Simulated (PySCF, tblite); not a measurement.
# CH₃Cl₃Zr: geometry, vibrations, single-point energies

What do calculations give for the geometry, vibrations, single-point energies of CH₃Cl₃Zr (`[CH3][Zr]([Cl])([Cl])[Cl]`)?

Programs: tblite 0.8.0 and PySCF 2.14.0, with routines of our own; each step states its level. All values are computed. Atoms count from 0.

5 further runs of the same task are left out: 5 for a known fault of the program.

## Step 1: The starting structure

8 atoms, charge 0, multiplicity 1; geometry from: start built from the parent or by distance geometry.

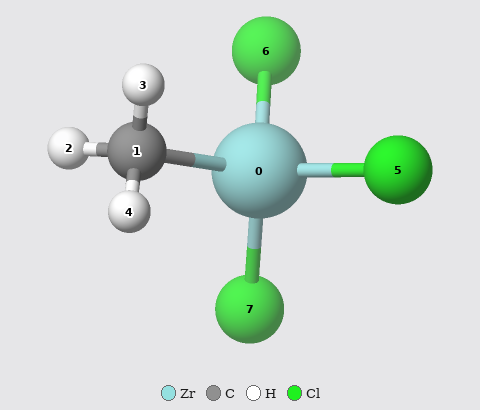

The starting geometry (zirconium light teal, carbon grey, hydrogen white, chlorine green); sticks join atoms by distance alone.

## Step 2: Geometry optimisation with GFN2-xTB

The job: settings as JSON, then the geometry in Å.

```
{"job": {"kind": "relax", "xc": "GFN2-xTB", "basis": "xTB"}, "charge": 0, "multiplicity": 1}
Zr     0.015200    -0.004900    -0.951100
C     -0.010200     0.005500     1.237800
H     -1.006000     0.053400     1.673800
H      0.568200     0.865300     1.647700
H      0.454400    -0.929100     1.673900
Cl     2.104600    -0.013200    -1.781900
Cl    -1.044700     1.852300    -1.778300
Cl    -1.063400    -1.810400    -1.771100
```

The run is started by

```
$ OMP_NUM_THREADS=1 python redox_run.py task.json out
```

One launch serves the whole session: the jobs run in the order shown.

Log:

```text
step      E/eV     max force
  0    -520.01577    1.031
  1    -520.03641    0.294
  2    -520.04047    0.137
  3    -520.04145    0.106
  4    -520.04204    0.056
  5    -520.04225    0.052
  6    -520.04241    0.031
  7    -520.04248    0.024
  8    -520.04253    0.023
  9    -520.04259    0.026
 10    -520.04266    0.024
 11    -520.04271    0.022
 12    -520.04274    0.016
 13    -520.04275    0.014
 14    -520.04277    0.011
 15    -520.04277    0.005
```

It took 0.07 s on 1 thread of Arm Neoverse V2, shared host.

Step by step:

```csv
step,energy from step 0 (eV),largest force (eV/Å)
0,0.0000,1.0312
1,-0.0206,0.2944
2,-0.0247,0.1373
3,-0.0257,0.1061
4,-0.0263,0.0561
5,-0.0265,0.0516
6,-0.0266,0.0312
7,-0.0267,0.0239
8,-0.0268,0.0232
9,-0.0268,0.0264
10,-0.0269,0.0243
11,-0.0269,0.0223
12,-0.0270,0.0156
13,-0.0270,0.0136
14,-0.0270,0.0110
15,-0.0270,0.0050
```

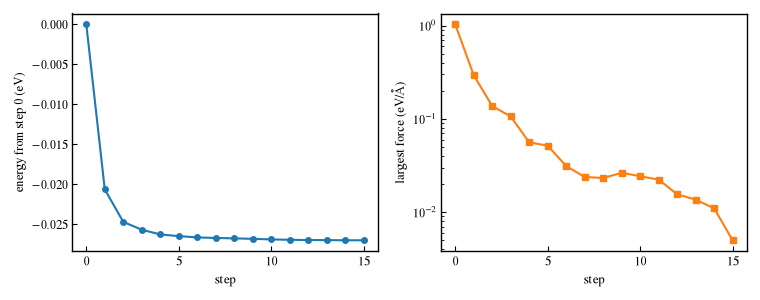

Energy and force, step by step.

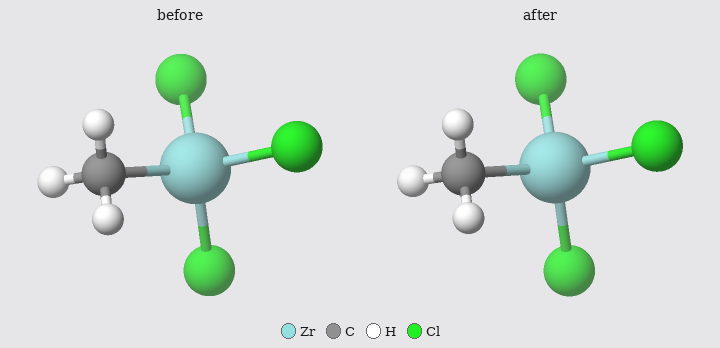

Before and after, at one scale.

Distances of close pairs at the start and the end, largest changes first:

| bond | before (Å) | after (Å) | change (Å) |
| --- | --- | --- | --- |
| C1–H4 | 1.131 | 1.105 | -0.026 |
| Zr0–Cl5 | 2.249 | 2.273 | +0.025 |
| Zr0–Cl6 | 2.293 | 2.273 | -0.020 |
| Zr0–C1 | 2.189 | 2.208 | +0.019 |
| C1–H2 | 1.088 | 1.105 | +0.017 |
| Zr0–Cl7 | 2.257 | 2.273 | +0.016 |
| C1–H3 | 1.114 | 1.105 | -0.009 |

The end geometry stands in the next job.

## Step 3: Infrared spectrum with GFN2-xTB

The job: settings as JSON, then the geometry in Å.

```
{"job": {"kind": "ir", "xc": "GFN2-xTB", "basis": "xTB"}, "charge": 0, "multiplicity": 1}
Zr     0.000376     0.002402    -0.954036
C      0.003630     0.001372     1.254349
H     -1.020634     0.062488     1.664197
H      0.569748     0.858593     1.661445
H      0.463671    -0.917004     1.661807
Cl     2.117145    -0.012835    -1.782557
Cl    -1.042846     1.847417    -1.774913
Cl    -1.072965    -1.823607    -1.779422
```

Log:

```text
mode    cm-1     km/mol
  1      37.9      0.01
  2      71.5      9.85
  3      72.3      9.61
  4      78.8     14.37
  5      85.4      1.80
  6      85.6      1.80
  7     324.6     10.37
  8     381.0     67.61
  9     381.3     67.80
 10     476.7     34.62
 11     536.5     53.98
 12     537.0     54.45
 13    1228.5      2.88
 14    1458.9     10.57
 15    1459.2     10.79
 16    2852.9     27.98
 17    2853.5     28.19
 18    2863.1     25.25
ZPE 94.414  H(298)-E 121.273  G(298)-E 2.732 kJ/mol  S 397.59 J/(mol K)
```

Run time: 0.2 s. Hardware: 1 thread of Arm Neoverse V2, shared host.

Which atoms move in the most intense modes:

```
cm⁻¹  km/mol                               atoms
 381    67.6        Cl5 41 %, Zr0 33 %, Cl7 20 %
 381    67.8        Cl6 40 %, Zr0 33 %, Cl7 23 %
 477    34.6                   C1 62 %, Zr0 18 %
 536    54.0  H2 51 %, C1 16 %, H3 15 %, H4 15 %
 537    54.5           H4 39 %, H3 39 %, C1 15 %
2853    28.0                    H4 49 %, H3 42 %
2854    28.2           H2 56 %, H3 22 %, H4 14 %
2863    25.2           H2 38 %, H4 30 %, H3 30 %
```

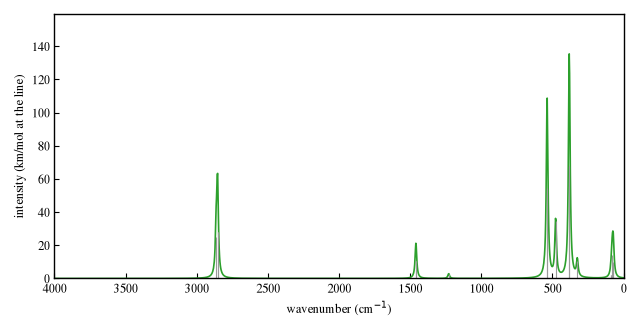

The infrared spectrum from these modes, unscaled. Lines are broadened to a width of 14 cm⁻¹ (Lorentzian).

## Step 4: Relaxing the molecule at BP86-D3(BJ)/def2-SVP

Settings changed since step 3:

```diff
@@ -1,2 +1,2 @@
-{"job": {"kind": "ir", "xc": "GFN2-xTB", "basis": "xTB"}, "charge": 0, "multiplicity": 1}
+{"job": {"xc": "BP86", "basis": "def2-SVP", "d3": "d3bj", "grid": 1, "kind": "geom"}, "charge": 0, "multiplicity": 1}
 Zr     0.000376     0.002402    -0.954036
```

Log:

```text
step   0  E = -1467.55887540  max force = 0.023146
step   1  E = -1467.56483933  max force = 0.007897
step   2  E = -1467.56603417  max force = 0.001308
step   3  E = -1467.56615722  max force = 0.001002
step   4  E = -1467.56614158  max force = 0.000852
step   5  E = -1467.56611001  max force = 0.000924
step   6  E = -1467.56612615  max force = 0.000967
step   7  E = -1467.56614336  max force = 0.000721
step   8  E = -1467.56615771  max force = 0.000591
step   9  E = -1467.56616301  max force = 0.000647
step  10  E = -1467.56616494  max force = 0.000675
step  11  E = -1467.56616580  max force = 0.000688
step  12  E = -1467.56616618  max force = 0.000694
step  13  E = -1467.56616636  max force = 0.000698
step  14  E = -1467.56616645  max force = 0.000698
step  15  E = -1467.56616653  max force = 0.000701
step  16  E = -1467.56616660  max force = 0.000700
step  17  E = -1467.56616666  max force = 0.000703
step  18  E = -1467.56616673  max force = 0.000702
step  19  E = -1467.56616680  max force = 0.000705
step  20  E = -1467.56616687  max force = 0.000704
step  21  E = -1467.56616693  max force = 0.000707
step  22  E = -1467.56616699  max force = 0.000707
step  23  E = -1467.56616706  max force = 0.000709
step  24  E = -1467.56616712  max force = 0.000708
step  25  E = -1467.56616718  max force = 0.000711
step  26  E = -1467.56616724  max force = 0.000710
step  27  E = -1467.56616730  max force = 0.000713
step  28  E = -1467.56616735  max force = 0.000712
step  29  E = -1467.56616741  max force = 0.000715
step  30  E = -1467.56616746  max force = 0.000714
step  31  E = -1467.56616751  max force = 0.000717
step  32  E = -1467.56616757  max force = 0.000716
step  33  E = -1467.56616762  max force = 0.000718
step  34  E = -1467.56616766  max force = 0.000718
step  35  E = -1467.56616771  max force = 0.000721
step  36  E = -1467.56616776  max force = 0.000720
step  37  E = -1467.56616781  max force = 0.000722
step  38  E = -1467.56616785  max force = 0.000722
step  39  E = -1467.56616789  max force = 0.000724
step  40  E = -1467.56616794  max force = 0.000723
step  41  E = -1467.56616795  max force = 0.000725
step  42  E = -1467.56616799  max force = 0.000725
step  43  E = -1467.56616803  max force = 0.000728
step  44  E = -1467.56616808  max force = 0.000727
step  45  E = -1467.56616812  max force = 0.000729
optimisation not converged
```

Run time: 3.7 min. Hardware: 1 thread of Arm Neoverse V2, shared host.

Step by step: (not every step is listed)

| step | energy from step 0 (eV) | largest force component (eV/Å) |
| --- | --- | --- |
| 0 | 0.0000 | 1.1902 |
| 1 | -0.1623 | 0.4061 |
| 2 | -0.1948 | 0.0673 |
| 3 | -0.1981 | 0.0515 |
| 4 | -0.1977 | 0.0438 |
| 5 | -0.1969 | 0.0475 |
| 6 | -0.1973 | 0.0497 |
| 7 | -0.1978 | 0.0371 |
| 8 | -0.1982 | 0.0304 |
| 11 | -0.1984 | 0.0354 |
| 14 | -0.1984 | 0.0359 |
| 17 | -0.1984 | 0.0361 |
| 20 | -0.1984 | 0.0362 |
| 23 | -0.1984 | 0.0365 |
| 26 | -0.1984 | 0.0365 |
| 29 | -0.1984 | 0.0368 |
| 32 | -0.1984 | 0.0368 |
| 35 | -0.1984 | 0.0371 |
| 38 | -0.1984 | 0.0371 |
| 40 | -0.1984 | 0.0372 |
| 41 | -0.1984 | 0.0373 |
| 42 | -0.1984 | 0.0373 |
| 43 | -0.1984 | 0.0374 |
| 44 | -0.1984 | 0.0374 |
| 45 | -0.1984 | 0.0375 |

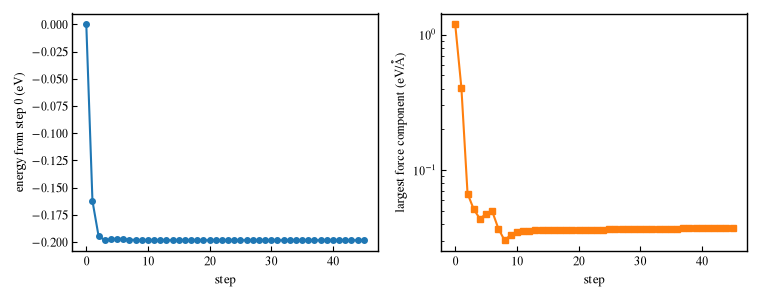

Energy and force, step by step.

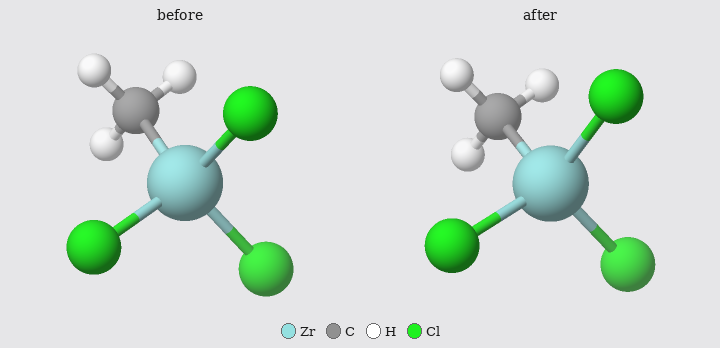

Before and after, at one scale.

Close pairs (by a distance rule), those that changed most:

```
   bond  before (Å)  after (Å)  change (Å)
Zr0–Cl7       2.273      2.350      +0.077
Zr0–Cl5       2.273      2.349      +0.076
Zr0–Cl6       2.273      2.341      +0.068
 Zr0–C1       2.208      2.185      -0.024
  C1–H3       1.105      1.114      +0.009
  C1–H2       1.105      1.114      +0.009
  C1–H4       1.105      1.112      +0.007
```

The end geometry stands in the next job.

The optimisation stopped before it met its thresholds, so this geometry is not quite a stationary point, and what follows inherits that.

```
                         at the end point                value
rotational constants (GHz, main isotopes)  1.330, 1.317, 0.926
                        dipole moment (D)                 1.25
```

## Step 5: Single point (CH₃Cl₃Zr): B3LYP-D3(BJ)/ma-def2-SVP

Geometry: BP86-D3(BJ)/def2-SVP.

The job: settings as JSON, then the geometry in Å.

```
{"job": {"kind": "sp", "xc": "B3LYP", "basis": "ma-def2-SVP", "d3": "d3bj", "grid": 2}, "charge": 0, "multiplicity": 1}
Zr     0.055201     0.010677    -1.022316
C     -0.045884    -0.030601     1.159660
H     -1.111392    -0.008551     1.482770
H      0.466155     0.867125     1.574893
H      0.435044    -0.940993     1.580863
Cl     2.345894     0.058599    -1.541119
Cl    -1.100339     1.990164    -1.499175
Cl    -1.037420    -1.929896    -1.772782
```

Log:

```text
coarse grid: 39752 points
cycle   1  E = -1466.6131533175  dE = -5.303e+00  |g| = 1.744e+00  |ddm| = 5.040e+00
cycle   2  E = -1465.8605089981  dE =  7.526e-01  |g| = 2.147e+00  |ddm| = 5.962e+00
cycle   3  E = -1467.4187655262  dE = -1.558e+00  |g| = 2.559e-01  |ddm| = 4.285e+00
cycle   4  E = -1467.4163811498  dE =  2.384e-03  |g| = 2.645e-01  |ddm| = 5.911e-01
cycle   5  E = -1467.4360739090  dE = -1.969e-02  |g| = 5.134e-02  |ddm| = 3.112e-01
cycle   6  E = -1467.4367805486  dE = -7.066e-04  |g| = 4.739e-03  |ddm| = 6.940e-02
cycle   7  E = -1467.4367869478  dE = -6.399e-06  |g| = 1.638e-03  |ddm| = 8.806e-03
final grid: 76968 points
cycle   8  E = -1467.4367761543  dE =  7.969e-07  |g| = 2.342e-03  |ddm| = 6.880e-03
cycle   9  E = -1467.4367711357  dE =  5.019e-06  |g| = 4.632e-03  |ddm| = 1.085e-02
cycle  10  E = -1467.4367777404  dE = -6.605e-06  |g| = 5.362e-04  |ddm| = 7.799e-03
cycle  11  E = -1467.4367778193  dE = -7.893e-08  |g| = 7.650e-05  |ddm| = 6.996e-04
cycle  12  E = -1467.4367778209  dE = -1.587e-09  |g| = 9.817e-06  |ddm| = 9.219e-05
converged SCF energy = -1467.4367778209
```

Run time: 4.6 s. Hardware: 1 thread of Arm Neoverse V2, shared host.

## Step 6: Single point (CH3Cl3Zr+ (doublet)): B3LYP-D3(BJ)/ma-def2-SVP

Geometry: BP86-D3(BJ)/def2-SVP, that of another charge or spin state.

Settings changed since step 5:

```diff
@@ -1,2 +1,2 @@
-{"job": {"kind": "sp", "xc": "B3LYP", "basis": "ma-def2-SVP", "d3": "d3bj", "grid": 2}, "charge": 0, "multiplicity": 1}
+{"job": {"kind": "sp", "xc": "B3LYP", "basis": "ma-def2-SVP", "d3": "d3bj", "grid": 2}, "charge": 1, "multiplicity": 2}
 Zr     0.055201     0.010677    -1.022316
```

Log:

```text
final grid: 76968 points
cycle   1  E = -1467.0461507431  dE =  6.387e-10  |g| = 8.471e-05  |ddm| = 2.243e-04
converged SCF energy = -1467.0461507431
```

Run time: 2.5 min. Hardware: 1 thread of Arm Neoverse V2, shared host; peak memory 0.7 GiB.

## Step 7: Geometry optimisation with GFN2-xTB

This step treats CH₃Cl₃Zr+ (doublet).

The job: settings as JSON, then the geometry in Å.

```
{"job": {"kind": "relax", "xc": "GFN2-xTB", "basis": "xTB"}, "charge": 1, "multiplicity": 2}
Zr     0.071400     0.004600    -1.027600
C     -0.056600    -0.021900     1.136600
H     -1.093900    -0.016200     1.486000
H      0.463700     0.881700     1.554300
H      0.431800    -0.944800     1.592200
Cl     2.334900     0.056900    -1.549900
Cl    -1.099900     1.996000    -1.510200
Cl    -1.026000    -1.920900    -1.767800
```

Log:

```text
step      E/eV     max force
  0    -505.92268    2.111
  1    -506.02302    1.005
  2    -506.09949    0.578
  3    -506.12242    0.378
  4    -506.13048    0.214
  5    -506.13274    0.214
  6    -506.13534    0.172
  7    -506.13818    0.250
  8    -506.14308    0.364
  9    -506.14802    0.343
 10    -506.15295    0.188
 11    -506.15802    0.254
 12    -506.16665    0.348
 13    -506.17815    0.475
 14    -506.19036    0.540
 15    -506.20537    0.403
 16    -506.21735    0.401
 17    -506.22726    0.407
 18    -506.23624    0.267
 19    -506.23977    0.111
 20    -506.24028    0.086
 21    -506.24079    0.096
 22    -506.24149    0.084
 23    -506.24298    0.114
 24    -506.24381    0.100
 25    -506.24456    0.065
 26    -506.24499    0.062
 27    -506.24534    0.046
 28    -506.24557    0.051
 29    -506.24572    0.035
 30    -506.24577    0.015
 31    -506.24578    0.014
 32    -506.24580    0.014
 33    -506.24583    0.024
 34    -506.24590    0.040
 35    -506.24611    0.070
 36    -506.24673    0.136
 37    -506.24830    0.341
 38    -506.25046    0.323
 39    -506.25689    0.328
 40    -506.26079    0.257
 41    -506.26364    0.085
 42    -506.26400    0.083
 43    -506.26555    0.073
 44    -506.26862    0.121
 45    -506.27113    0.166
 46    -506.27296    0.118
 47    -506.27419    0.095
 48    -506.27537    0.080
 49    -506.27577    0.046
 50    -506.27601    0.039
 51    -506.27610    0.029
 52    -506.27617    0.026
 53    -506.27622    0.026
 54    -506.27628    0.023
 55    -506.27634    0.022
 56    -506.27642    0.033
 57    -506.27657    0.044
 58    -506.27687    0.057
 59    -506.27749    0.081
 60    -506.27857    0.096
 61    -506.27976    0.108
 62    -506.28073    0.130
 63    -506.28165    0.141
 64    -506.28319    0.152
 65    -506.28675    0.196
 66    -506.29386    0.362
 67    -506.30375    0.374
 68    -506.28752    0.974
 69    -506.33160    0.238
 70    -506.33372    0.252
 71    -506.34035    0.159
 72    -506.34273    0.239
 73    -506.34464    0.083
 74    -506.34522    0.125
 75    -506.34578    0.028
 76    -506.34585    0.020
 77    -506.34588    0.017
 78    -506.34590    0.017
 79    -506.34596    0.015
 80    -506.34603    0.022
 81    -506.34614    0.028
 82    -506.34622    0.022
 83    -506.34626    0.011
 84    -506.34627    0.006
```

Run time: 0.47 s. Hardware: 1 thread of Arm Neoverse V2, shared host.

Along the way: (not every step is listed)

| step | energy from step 0 (eV) | largest force (eV/Å) |
| --- | --- | --- |
| 0 | 0.0000 | 2.1112 |
| 1 | -0.1003 | 1.0046 |
| 2 | -0.1768 | 0.5779 |
| 3 | -0.1997 | 0.3784 |
| 4 | -0.2078 | 0.2140 |
| 5 | -0.2101 | 0.2144 |
| 6 | -0.2127 | 0.1724 |
| 7 | -0.2155 | 0.2502 |
| 8 | -0.2204 | 0.3636 |
| 15 | -0.2827 | 0.4030 |
| 22 | -0.3188 | 0.0842 |
| 29 | -0.3230 | 0.0353 |
| 36 | -0.3240 | 0.1358 |
| 43 | -0.3429 | 0.0725 |
| 50 | -0.3533 | 0.0393 |
| 57 | -0.3539 | 0.0437 |
| 64 | -0.3605 | 0.1519 |
| 71 | -0.4177 | 0.1585 |
| 78 | -0.4232 | 0.0166 |
| 79 | -0.4233 | 0.0152 |
| 80 | -0.4233 | 0.0223 |
| 81 | -0.4235 | 0.0284 |
| 82 | -0.4235 | 0.0220 |
| 83 | -0.4236 | 0.0112 |
| 84 | -0.4236 | 0.0059 |

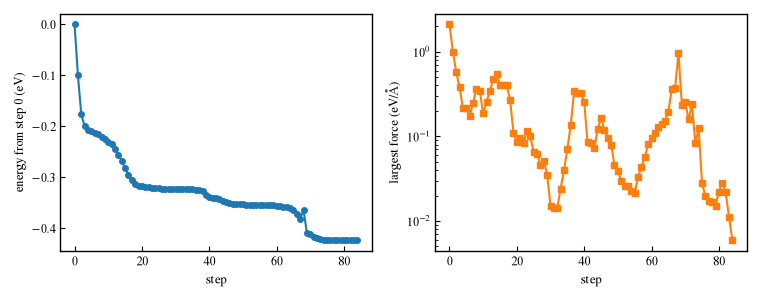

Energy and largest force along the relaxation.

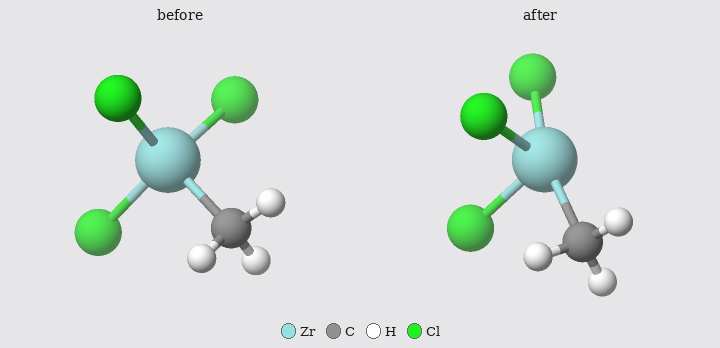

The geometry before (left) and after (right).

Close pairs (by a distance rule), those that changed most:

```
   bond  before (Å)  after (Å)  change (Å)
 Zr0–C1       2.168      2.351      +0.183
Zr0–Cl6       2.360      2.258      -0.102
Zr0–Cl5       2.324      2.258      -0.066
Zr0–Cl7       2.337      2.285      -0.051
  C1–H4       1.139      1.097      -0.042
  C1–H3       1.123      1.097      -0.026
  C1–H2       1.095      1.097      +0.002
```

The next job starts from the end point, and lists it.

## Step 8: Infrared spectrum with GFN2-xTB

The job: settings as JSON, then the geometry in Å.

```
{"job": {"kind": "ir", "xc": "GFN2-xTB", "basis": "xTB"}, "charge": 1, "multiplicity": 2}
Zr    -0.238849    -0.514776    -0.897773
C      0.007668     0.067038     1.366455
H     -0.982624     0.257087     1.798505
H      0.596786     0.990080     1.302563
H      0.556673    -0.721579     1.896269
Cl     1.931687    -0.046200    -1.306549
Cl    -1.129264     1.511416    -1.345928
Cl    -0.716703    -1.507718    -2.899877
```

Log:

```text
mode    cm-1     km/mol
  1      65.4      0.64
  2      70.2      1.03
  3      98.7      2.91
  4     106.6     11.14
  5     119.3      5.58
  6     125.0      3.99
  7     326.6      7.22
  8     360.2      0.57
  9     377.3     10.18
 10     387.2     22.46
 11     507.0      1.98
 12     536.0     16.38
 13    1060.4     30.52
 14    1340.5     28.20
 15    1368.3     15.38
 16    2907.8    118.56
 17    2941.5      1.48
 18    2942.8      0.64
ZPE 93.551  H(298)-E 120.005  G(298)-E -1.552 kJ/mol  S 407.70 J/(mol K)
```

Run time: 0.22 s. Hardware: 1 thread of Arm Neoverse V2, shared host.

The strongest bands and the atoms that carry them (share of the mass-weighted mode):

```csv
cm⁻¹,km/mol,atoms
107,11.1,"Cl6 39 %, Cl5 37 %, Zr0 21 %"
377,10.2,"Cl6 34 %, Cl5 33 %, Zr0 26 %"
387,22.5,"Cl5 36 %, Cl6 34 %, Zr0 30 %"
536,16.4,"H3 62 %, H2 17 %, H4 12 %"
1060,30.5,"H2 28 %, H3 28 %, H4 28 %, C1 15 %"
1340,28.2,"H4 46 %, H2 41 %"
1368,15.4,"H3 57 %, H2 21 %, H4 15 %"
2908,118.6,"H4 44 %, H2 34 %, H3 20 %"
```

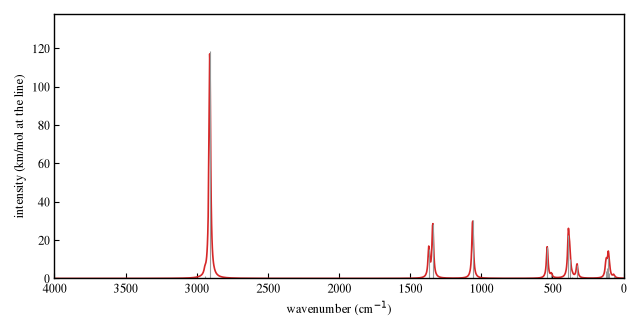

The infrared spectrum from these modes, unscaled. Lines are broadened to a width of 14 cm⁻¹ (Lorentzian).

(Part 1 of 2 ends here.)
